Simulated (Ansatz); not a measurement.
# Run report: SiH$_{4}$, molecular dynamics (part 4 of 4)

SiH$_{4}$; RKS CAM-B3LYP-D4/def2-TZVP (Ansatz 0.2.0). It belongs to a series of runs on one base structure; here: dynamics from the start.

Geometry of the input (Å):
```
Si 0.0003  0.0000  0.0003
H  0.0001  0.0000  1.4777
H  1.3933  0.0000  -0.4920
H  -0.6961  1.2063  -0.4923
H  -0.6961  -1.2063  -0.4923
```

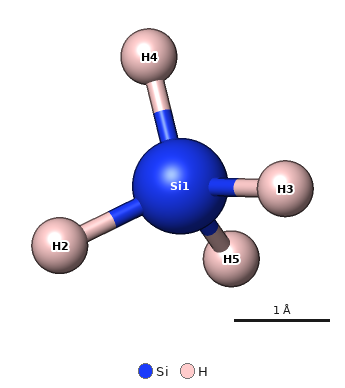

The geometry at step 216 of the log (ball-and-stick view, seen at a tilt; atoms are numbered from 1 in the order of the input).

Trajectory as extended XYZ, continued:
```
5
Properties=species:S:1:pos:R:3:forces:R:3 step=129 time_fs=64.5 energy=-7942.66975 temperature=268.0
Si   -0.0064   -0.0086   -0.0023    1.2513   0.5937   0.2232
H     0.1126    0.0783    1.4541   -0.3714  -0.2623   0.3487
H     1.4361    0.1029   -0.3980   -0.3800  -0.3852  -0.2699
H    -0.6211    1.2127   -0.4679   -0.4499   0.5018  -0.2448
H    -0.7395   -1.1530   -0.5161   -0.0500  -0.4479  -0.0573
5
Properties=species:S:1:pos:R:3:forces:R:3 step=133 time_fs=66.5 energy=-7942.72360 temperature=411.5
Si   -0.0043   -0.0078   -0.0023    0.4034   0.7912   0.2825
H     0.0710    0.0713    1.4878   -0.2480  -0.2587  -0.2486
H     1.4190    0.0788   -0.4358   -0.2362  -0.2985  -0.1482
H    -0.6341    1.2660   -0.4658   -0.0700  -0.3615   0.0060
H    -0.7280   -1.1990   -0.5133    0.1508   0.1275   0.1082
5
Properties=species:S:1:pos:R:3:forces:R:3 step=137 time_fs=68.5 energy=-7942.70353 temperature=366.8
Si   -0.0015   -0.0059   -0.0019   -0.4108   0.7488   0.3365
H     0.0197    0.0544    1.5129   -0.0679  -0.2097  -0.6444
H     1.3932    0.0433   -0.4796    0.0335  -0.1728  -0.0534
H    -0.6502    1.3069   -0.4638    0.2001  -0.9315   0.1560
H    -0.7111   -1.2410   -0.5067    0.2450   0.5653   0.2053
5
Properties=species:S:1:pos:R:3:forces:R:3 step=141 time_fs=70.5 energy=-7942.69324 temperature=345.9
Si    0.0007   -0.0029   -0.0011   -0.8153   0.4983   0.2966
H    -0.0345    0.0295    1.5145    0.1341  -0.1246  -0.6600
H     1.3682    0.0008   -0.5258    0.2601  -0.0357   0.0447
H    -0.6593    1.3137   -0.4563    0.2664  -1.0138   0.1483
H    -0.6851   -1.2625   -0.4924    0.1546   0.6758   0.1705
5
Properties=species:S:1:pos:R:3:forces:R:3 step=144 time_fs=72.0 energy=-7942.71037 temperature=393.6
Si    0.0017   -0.0002   -0.0002   -0.7221   0.2066   0.1615
H    -0.0725    0.0073    1.4993    0.2699  -0.0509  -0.4093
H     1.3553   -0.0324   -0.5597    0.3064   0.0673   0.1501
H    -0.6598    1.2937   -0.4470    0.1696  -0.7470   0.0395
H    -0.6615   -1.2621   -0.4774   -0.0237   0.5240   0.0582
5
Properties=species:S:1:pos:R:3:forces:R:3 step=148 time_fs=74.0 energy=-7942.69971 temperature=371.9
Si    0.0023    0.0036    0.0011   -0.1080  -0.3204  -0.1067
H    -0.1142   -0.0239    1.4671    0.3965   0.0401   0.1678
H     1.3479   -0.0744   -0.5996    0.2022   0.2029   0.3315
H    -0.6558    1.2443   -0.4339   -0.1473  -0.0044  -0.2243
H    -0.6316   -1.2455   -0.4560   -0.3434   0.0817  -0.1683
5
Properties=species:S:1:pos:R:3:forces:R:3 step=152 time_fs=76.0 energy=-7942.61690 temperature=164.4
Si    0.0027    0.0070    0.0023    0.6189  -0.8771  -0.3094
H    -0.1411   -0.0539    1.4409    0.4558   0.1133   0.6801
H     1.3479   -0.1089   -0.6272    0.0353   0.3222   0.4930
H    -0.6576    1.1945   -0.4295   -0.5068   0.8072  -0.4927
H    -0.6145   -1.2257   -0.4408   -0.6032  -0.3656  -0.3710
5
Properties=species:S:1:pos:R:3:forces:R:3 step=156 time_fs=78.0 energy=-7942.59032 temperature=98.1
Si    0.0039    0.0092    0.0032    0.6854  -1.0966  -0.3658
H    -0.1509   -0.0798    1.4390    0.4797   0.1863   0.6923
H     1.3496   -0.1315   -0.6364   -0.0559   0.3969   0.5547
H    -0.6777    1.1732   -0.4431   -0.5002   0.9386  -0.4847
H    -0.6197   -1.2185   -0.4391   -0.6091  -0.4252  -0.3965
5
Properties=species:S:1:pos:R:3:forces:R:3 step=159 time_fs=79.5 energy=-7942.63449 temperature=212.6
Si    0.0054    0.0099    0.0035    0.1494  -0.9856  -0.3412
H    -0.1462   -0.0948    1.4548    0.4804   0.2473   0.3521
H     1.3497   -0.1388   -0.6295   -0.0320   0.4112   0.5131
H    -0.7053    1.1801   -0.4654   -0.1747   0.4929  -0.2458
H    -0.6388   -1.2234   -0.4478   -0.4231  -0.1658  -0.2782
5
Properties=species:S:1:pos:R:3:forces:R:3 step=163 time_fs=81.5 energy=-7942.66657 temperature=300.1
Si    0.0075    0.0098    0.0035   -0.8475  -0.7423  -0.2409
H    -0.1240   -0.1064    1.4859    0.4306   0.3134  -0.2321
H     1.3493   -0.1349   -0.6036    0.1140   0.3747   0.3545
H    -0.7465    1.2036   -0.5023    0.3631  -0.2500   0.1608
H    -0.6775   -1.2341   -0.4679   -0.0602   0.3042  -0.0423
5
Properties=species:S:1:pos:R:3:forces:R:3 step=167 time_fs=83.5 energy=-7942.65098 temperature=266.4
Si    0.0084    0.0085    0.0031   -1.5350  -0.5508  -0.1266
H    -0.0852   -0.1063    1.5092    0.3039   0.3300  -0.6042
H     1.3534   -0.1167   -0.5639    0.2868   0.2948   0.1440
H    -0.7749    1.2187   -0.5339    0.6933  -0.6611   0.4375
H    -0.7190   -1.2337   -0.4901    0.2510   0.5871   0.1492
5
Properties=species:S:1:pos:R:3:forces:R:3 step=171 time_fs=85.5 energy=-7942.67643 temperature=337.5
Si    0.0074    0.0066    0.0026   -1.5335  -0.4010  -0.0984
H    -0.0345   -0.0937    1.5105    0.1180   0.2866  -0.5997
H     1.3681   -0.0870   -0.5182    0.3051   0.1980  -0.0280
H    -0.7778    1.2099   -0.5496    0.7144  -0.6169   0.5037
H    -0.7519   -1.2119   -0.5070    0.3960   0.5333   0.2223
5
Properties=species:S:1:pos:R:3:forces:R:3 step=175 time_fs=87.5 energy=-7942.73527 temperature=496.1
Si    0.0043    0.0040    0.0019   -0.7559  -0.2982  -0.1403
H     0.0212   -0.0700    1.4899   -0.0831   0.1949  -0.2304
H     1.3939   -0.0494   -0.4729    0.0860   0.0886  -0.1304
H    -0.7541    1.1787   -0.5467    0.4239  -0.1248   0.3442
H    -0.7704   -1.1703   -0.5160    0.3291   0.1395   0.1569
5
Properties=species:S:1:pos:R:3:forces:R:3 step=178 time_fs=89.0 energy=-7942.73088 temperature=492.1
Si    0.0012    0.0018    0.0013    0.1700  -0.2709  -0.1244
H     0.0617   -0.0470    1.4678   -0.2143   0.1104   0.1800
H     1.4161   -0.0185   -0.4417   -0.1581  -0.0072  -0.1868
H    -0.7250    1.1510   -0.5356    0.0467   0.4734   0.0980
H    -0.7761   -1.1346   -0.5188    0.1558  -0.3058   0.0331
5
Properties=species:S:1:pos:R:3:forces:R:3 step=182 time_fs=91.0 energy=-7942.64708 temperature=285.9
Si   -0.0027   -0.0016    0.0004    1.2681  -0.1940   0.0122
H     0.1086   -0.0126    1.4453   -0.3487  -0.0002   0.6022
H     1.4398    0.0224   -0.4063   -0.4176  -0.1472  -0.2692
H    -0.6857    1.1319   -0.5183   -0.4093   1.1648  -0.2152
H    -0.7793   -1.0983   -0.5219   -0.0925  -0.8234  -0.1299
5
Properties=species:S:1:pos:R:3:forces:R:3 step=186 time_fs=93.0 energy=-7942.61706 temperature=213.2
Si   -0.0049   -0.0051   -0.0006    1.4669   0.2054   0.1213
H     0.1426    0.0221    1.4443   -0.4595  -0.1040   0.5682
H     1.4484    0.0581   -0.3809   -0.4771  -0.2752  -0.3613
H    -0.6604    1.1547   -0.5081   -0.4251   1.0370  -0.2068
H    -0.7854   -1.0919   -0.5295   -0.1052  -0.8632  -0.1213
5
Properties=species:S:1:pos:R:3:forces:R:3 step=190 time_fs=95.0 energy=-7942.64745 temperature=295.5
Si   -0.0052   -0.0084   -0.0014    0.7899   0.8127   0.1529
H     0.1593    0.0531    1.4640   -0.5470  -0.2079   0.1389
H     1.4393    0.0836   -0.3690   -0.3105  -0.3616  -0.4434
H    -0.6500    1.2153   -0.5049   -0.0881   0.1519   0.0709
H    -0.7946   -1.1170   -0.5413    0.1557  -0.3950   0.0807
5
Properties=species:S:1:pos:R:3:forces:R:3 step=194 time_fs=97.0 energy=-7942.62381 temperature=241.4
Si   -0.0045   -0.0107   -0.0021   -0.0595   1.2139   0.2283
H     0.1555    0.0766    1.4891   -0.5615  -0.2974  -0.3214
H     1.4187    0.0958   -0.3741    0.0050  -0.3923  -0.4902
H    -0.6431    1.2826   -0.4992    0.1872  -0.6986   0.2882
H    -0.7980   -1.1574   -0.5500    0.4288   0.1744   0.2951
5
Properties=species:S:1:pos:R:3:forces:R:3 step=197 time_fs=98.5 energy=-7942.59898 temperature=181.7
Si   -0.0039   -0.0113   -0.0023   -0.4821   1.3073   0.2989
H     0.1384    0.0871    1.5012   -0.5032  -0.3396  -0.5164
H     1.4024    0.0951   -0.3901    0.2271  -0.3840  -0.4791
H    -0.6339    1.3180   -0.4882    0.2489  -1.0412   0.3248
H    -0.7905   -1.1849   -0.5497    0.5093   0.4575   0.3718
5
Properties=species:S:1:pos:R:3:forces:R:3 step=201 time_fs=100.5 energy=-7942.63563 temperature=280.8
Si   -0.0036   -0.0106   -0.0023   -0.5275   1.2003   0.3150
H     0.0991    0.0897    1.5004   -0.3401  -0.3513  -0.4861
H     1.3884    0.0815   -0.4274    0.3231  -0.3463  -0.3627
H    -0.6136    1.3310   -0.4628    0.1433  -1.0397   0.2094
H    -0.7637   -1.2066   -0.5371    0.4012   0.5369   0.3243
5
Properties=species:S:1:pos:R:3:forces:R:3 step=205 time_fs=102.5 energy=-7942.71634 temperature=496.4
Si   -0.0041   -0.0083   -0.0019    0.0626   0.8245   0.2066
H     0.0464    0.0790    1.4818   -0.1186  -0.3134  -0.1333
H     1.3857    0.0544   -0.4787    0.1389  -0.2769  -0.1182
H    -0.5881    1.3058   -0.4296   -0.1581  -0.5015  -0.0724
H    -0.7217   -1.2089   -0.5123    0.0751   0.2673   0.1172
5
Properties=species:S:1:pos:R:3:forces:R:3 step=209 time_fs=104.5 energy=-7942.70997 temperature=492.2
Si   -0.0044   -0.0048   -0.0012    0.9730   0.1861   0.0742
H    -0.0115    0.0562    1.4584    0.1004  -0.2412   0.3585
H     1.3881    0.0165   -0.5350   -0.1488  -0.1593   0.1854
H    -0.5688    1.2622   -0.3992   -0.5795   0.4274  -0.4465
H    -0.6767   -1.2017   -0.4830   -0.3452  -0.2129  -0.1716
5
Properties=species:S:1:pos:R:3:forces:R:3 step=213 time_fs=106.5 energy=-7942.64139 temperature=326.8
Si   -0.0034   -0.0010   -0.0003    1.4785  -0.3732   0.0003
H    -0.0664    0.0239    1.4477    0.2745  -0.1492   0.6012
H     1.3851   -0.0278   -0.5850   -0.3189   0.0000   0.4352
H    -0.5710    1.2336   -0.3850   -0.8159   1.0363  -0.6680
H    -0.6440   -1.2020   -0.4596   -0.6182  -0.5139  -0.3687
5
Properties=species:S:1:pos:R:3:forces:R:3 step=216 time_fs=108.0 energy=-7942.64304 temperature=336.0
Si   -0.0014    0.0016    0.0003    1.1876  -0.4726  -0.0434
H    -0.1015   -0.0045    1.4539    0.3793  -0.0642   0.4561
H     1.3753   -0.0618   -0.6126   -0.3005   0.1247   0.5355
H    -0.5924    1.2361   -0.3905   -0.6552   0.8092  -0.5807
H    -0.6340   -1.2142   -0.4506   -0.6112  -0.3970  -0.3674
5
Properties=species:S:1:pos:R:3:forces:R:3 step=220 time_fs=110.0 energy=-7942.66506 temperature=400.5
Si    0.0026    0.0045    0.0011    0.0705  -0.3640  -0.0698
H    -0.1356   -0.0445    1.4760    0.4929   0.0728  -0.0210
H     1.3528   -0.1030   -0.6317   -0.0722   0.2604   0.5248
H    -0.6414    1.2634   -0.4161   -0.1094  -0.0799  -0.2234
H    -0.6403   -1.2421   -0.4503   -0.3817   0.1108  -0.2106
5
Properties=species:S:1:pos:R:3:forces:R:3 step=224 time_fs=112.0 energy=-7942.60955 temperature=266.9
Si    0.0068    0.0070    0.0018   -1.1662  -0.3474  -0.0275
H    -0.1513   -0.0822    1.4977    0.5539   0.2116  -0.4474
H     1.3277   -0.1348   -0.6314    0.3072   0.3325   0.3760
H    -0.6954    1.2886   -0.4506    0.4095  -0.8037   0.1291
H    -0.6612   -1.2662   -0.4580   -0.1043   0.6070  -0.0301
5
Properties=species:S:1:pos:R:3:forces:R:3 step=228 time_fs=114.0 energy=-7942.56164 temperature=149.2
Si    0.0094    0.0090    0.0025   -1.9010  -0.4591  -0.0280
H    -0.1461   -0.1124    1.5034    0.5346   0.3150  -0.5647
H     1.3139   -0.1544   -0.6166    0.6149   0.3488   0.1998
H    -0.7351    1.2848   -0.4812    0.6746  -1.0072   0.3262
H    -0.6867   -1.2682   -0.4673    0.0769   0.8025   0.0666
5
Properties=species:S:1:pos:R:3:forces:R:3 step=232 time_fs=116.0 energy=-7942.61570 temperature=292.7
Si    0.0096    0.0104    0.0032   -1.7681  -0.6559  -0.1949
H    -0.1205   -0.1309    1.4886    0.4324   0.3583  -0.3126
H     1.3225   -0.1609   -0.5936    0.5907   0.3485   0.1258
H    -0.7501    1.2437   -0.5001    0.6315  -0.6780   0.3304
H    -0.7101   -1.2404   -0.4745    0.1135   0.6272   0.0514
5
Properties=species:S:1:pos:R:3:forces:R:3 step=235 time_fs=117.5 energy=-7942.67868 temperature=460.9
Si    0.0081    0.0108    0.0035   -1.0681  -0.8743  -0.3647
H    -0.0900   -0.1361    1.4690    0.3171   0.3482   0.0626
H     1.3439   -0.1570   -0.5728    0.3318   0.3459   0.1414
H    -0.7457    1.1950   -0.5062    0.3789  -0.0900   0.1896
H    -0.7250   -1.2033   -0.4786    0.0402   0.2702  -0.0289
5
Properties=species:S:1:pos:R:3:forces:R:3 step=239 time_fs=119.5 energy=-7942.67550 temperature=465.5
Si    0.0050    0.0103    0.0035    0.2871  -1.2102  -0.4000
H    -0.0386   -0.1315    1.4463    0.1467   0.2995   0.5567
H     1.3824   -0.1401   -0.5398   -0.1350   0.3149   0.1616
H    -0.7288    1.1296   -0.5092   -0.1564   0.9571  -0.1396
H    -0.7445   -1.1462   -0.4857   -0.1424  -0.3613  -0.1787
5
Properties=species:S:1:pos:R:3:forces:R:3 step=243 time_fs=121.5 energy=-7942.62664 temperature=351.5
Si    0.0021    0.0082    0.0030    1.1890  -1.2290  -0.1861
H     0.0190   -0.1153    1.4434   -0.0276   0.2492   0.6434
H     1.4166   -0.1111   -0.5005   -0.4786   0.2294   0.0937
H    -0.7169    1.0989   -0.5171   -0.4488   1.5433  -0.3098
H    -0.7694   -1.1016   -0.4994   -0.2340  -0.7929  -0.2412
5
Properties=species:S:1:pos:R:3:forces:R:3 step=247 time_fs=123.5 energy=-7942.66583 temperature=460.8
Si    0.0008    0.0044    0.0021    0.9143  -0.6209  -0.0416
H     0.0763   -0.0892    1.4637   -0.2249   0.1973   0.2258
H     1.4336   -0.0730   -0.4574   -0.5456   0.0975  -0.0735
H    -0.7201    1.1237   -0.5355   -0.1102   1.0168  -0.0210
H    -0.8028   -1.0854   -0.5220   -0.0336  -0.6907  -0.0897
5
Properties=species:S:1:pos:R:3:forces:R:3 step=251 time_fs=125.5 energy=-7942.67179 temperature=488.3
Si    0.0006   -0.0002    0.0013   -0.0169   0.1783   0.0093
H     0.1256   -0.0554    1.4926   -0.4286   0.1097  -0.3181
H     1.4308   -0.0308   -0.4168   -0.3225  -0.0499  -0.2983
H    -0.7271    1.1864   -0.5546    0.4158  -0.0025   0.4178
H    -0.8372   -1.0944   -0.5479    0.3522  -0.2356   0.1893
5
Properties=species:S:1:pos:R:3:forces:R:3 step=254 time_fs=127.0 energy=-7942.61405 temperature=348.7
Si    0.0005   -0.0037    0.0006   -0.6431   0.6444   0.0634
H     0.1526   -0.0268    1.5078   -0.5482   0.0185  -0.5792
H     1.4200    0.0004   -0.3930   -0.0354  -0.1506  -0.4631
H    -0.7232    1.2365   -0.5596    0.6358  -0.5986   0.6156
H    -0.8554   -1.1083   -0.5634    0.5909   0.0863   0.3632
5
Properties=species:S:1:pos:R:3:forces:R:3 step=258 time_fs=129.0 energy=-7942.56009 temperature=217.3
Si   -0.0004   -0.0075   -0.0002   -1.0058   1.0467   0.1191
H     0.1704    0.0120    1.5090   -0.6199  -0.1150  -0.6115
H     1.4053    0.0370   -0.3769    0.2943  -0.2596  -0.6040
H    -0.6968    1.2830   -0.5458    0.6317  -0.9689   0.6423
H    -0.8598   -1.1236   -0.5720    0.6997   0.2967   0.4542
5
Properties=species:S:1:pos:R:3:forces:R:3 step=262 time_fs=131.0 energy=-7942.60961 temperature=350.7
Si   -0.0026   -0.0099   -0.0009   -0.6144   1.2030   0.0840
H     0.1650    0.0469    1.4877   -0.5687  -0.2328  -0.2806
H     1.4008    0.0641   -0.3833    0.3206  -0.3482  -0.5831
H    -0.6466    1.2944   -0.5077    0.3336  -0.8198   0.4218
H    -0.8382   -1.1287   -0.5637    0.5288   0.1978   0.3578
5
Properties=species:S:1:pos:R:3:forces:R:3 step=266 time_fs=133.0 energy=-7942.66802 temperature=511.1
Si   -0.0056   -0.0108   -0.0014    0.4438   1.0171   0.0144
H     0.1379    0.0734    1.4561   -0.4090  -0.3145   0.2932
H     1.4077    0.0782   -0.4118    0.0428  -0.4178  -0.3956
H    -0.5836    1.2761   -0.4536   -0.2042  -0.1141  -0.0142
H    -0.7967   -1.1271   -0.5420    0.1265  -0.1707   0.1023
5
Properties=species:S:1:pos:R:3:forces:R:3 step=270 time_fs=135.0 energy=-7942.62238 temperature=407.0
Si   -0.0080   -0.0103   -0.0020    1.5795   0.5086   0.0523
H     0.0948    0.0882    1.4351   -0.2090  -0.3631   0.7527
H     1.4161    0.0766   -0.4556   -0.2871  -0.4393  -0.1232
H    -0.5279    1.2540   -0.3995   -0.7797   0.8574  -0.5037
H    -0.7498   -1.1321   -0.5162   -0.3037  -0.5637  -0.1781
5
Properties=species:S:1:pos:R:3:forces:R:3 step=273 time_fs=136.5 energy=-7942.59242 temperature=337.7
Si   -0.0086   -0.0094   -0.0023    1.9380   0.2403   0.1422
H     0.0564    0.0904    1.4368   -0.0752  -0.3860   0.7490
H     1.4161    0.0643   -0.4926   -0.4298  -0.4073   0.0728
H    -0.5038    1.2562   -0.3700   -0.9732   1.1624  -0.6895
H    -0.7208   -1.1490   -0.5004   -0.4598  -0.6094  -0.2745
5
Properties=species:S:1:pos:R:3:forces:R:3 step=277 time_fs=138.5 energy=-7942.64555 temperature=482.6
Si   -0.0070   -0.0079   -0.0026    1.4382   0.3718   0.2551
H     0.0025    0.0804    1.4624    0.0835  -0.3842   0.2529
H     1.4018    0.0345   -0.5395   -0.4002  -0.3009   0.2564
H    -0.5029    1.2955   -0.3526   -0.7488   0.5108  -0.5718
H    -0.6967   -1.1906   -0.4879   -0.3727  -0.1975  -0.1926
5
Properties=species:S:1:pos:R:3:forces:R:3 step=281 time_fs=140.5 energy=-7942.65655 temperature=523.6
Si   -0.0035   -0.0058   -0.0026    0.3109   0.6145   0.3716
H    -0.0488    0.0556    1.4976    0.2437  -0.3156  -0.3858
H     1.3727   -0.0073   -0.5776   -0.1209  -0.1482   0.3129
H    -0.5302    1.3536   -0.3566   -0.2803  -0.5751  -0.2825
H    -0.6862   -1.2398   -0.4824   -0.1534   0.4244  -0.0161
5
Properties=species:S:1:pos:R:3:forces:R:3 step=285 time_fs=142.5 energy=-7942.58272 temperature=345.5
Si    0.0004   -0.0029   -0.0020   -0.7555   0.5812   0.4538
H    -0.0915    0.0186    1.5194    0.3904  -0.1844  -0.7479
H     1.3391   -0.0552   -0.6043    0.2883   0.0075   0.2637
H    -0.5690    1.3918   -0.3717    0.1002  -1.2396  -0.0584
H    -0.6818   -1.2740   -0.4776   -0.0234   0.8353   0.0887
5
Properties=species:S:1:pos:R:3:forces:R:3 step=289 time_fs=144.5 energy=-7942.56012 temperature=294.8
Si    0.0035    0.0008   -0.0009   -1.2960   0.3277   0.3552
H    -0.1197   -0.0260    1.5139    0.4865  -0.0269  -0.6773
H     1.3157   -0.1035   -0.6212    0.5704   0.1403   0.2142
H    -0.6049    1.3845   -0.3897    0.2891  -1.3117   0.0436
H    -0.6788   -1.2775   -0.4698   -0.0500   0.8706   0.0643
5
Properties=species:S:1:pos:R:3:forces:R:3 step=292 time_fs=146.0 energy=-7942.60645 temperature=419.5
Si    0.0047    0.0039    0.0003   -1.1832   0.0235   0.1067
H    -0.1291   -0.0607    1.4927    0.5081   0.0821  -0.3402
H     1.3115   -0.1369   -0.6285    0.5630   0.2311   0.2420
H    -0.6254    1.3463   -0.4025    0.2776  -0.9819   0.0291
H    -0.6777   -1.2585   -0.4623   -0.1655   0.6452  -0.0375
5
Properties=species:S:1:pos:R:3:forces:R:3 step=296 time_fs=148.0 energy=-7942.65353 temperature=551.4
Si    0.0049    0.0081    0.0020   -0.3797  -0.5808  -0.3154
H    -0.1248   -0.1045    1.4549    0.4683   0.1872   0.3462
H     1.3238   -0.1737   -0.6297    0.2902   0.3472   0.3485
H    -0.6445    1.2648   -0.4193    0.0173  -0.0453  -0.1335
H    -0.6827   -1.2129   -0.4541   -0.3961   0.0918  -0.2457
5
Properties=species:S:1:pos:R:3:forces:R:3 step=300 time_fs=150.0 energy=-7942.60158 temperature=430.8
Si    0.0047    0.0115    0.0034    0.6313  -1.3112  -0.4962
H    -0.1025   -0.1418    1.4295    0.3808   0.2548   0.8630
H     1.3473   -0.1976   -0.6176   -0.0633   0.4334   0.4195
H    -0.6638    1.1813   -0.4418   -0.3897   1.0769  -0.3757
H    -0.7027   -1.1633   -0.4551   -0.5591  -0.4539  -0.4106
```

Results in brief:

- outcome: finished
- mean temperature over the second half: 352 K
- trajectory: 300 steps, 150 fs
- ensemble: nvt_nose_hoover
- temperature in the input: 500.0 K
- time step: 0.5 fs
- potential energy (last step): −7942.6017 eV
- mean-field energy (last step): −7942.5676 eV
- largest force (length of the vector) (last step): 1.538 eV/Å
- wall time: 4 min
- peak memory: 0.098 GiB

Notes:

So short a trajectory is not equilibrated.
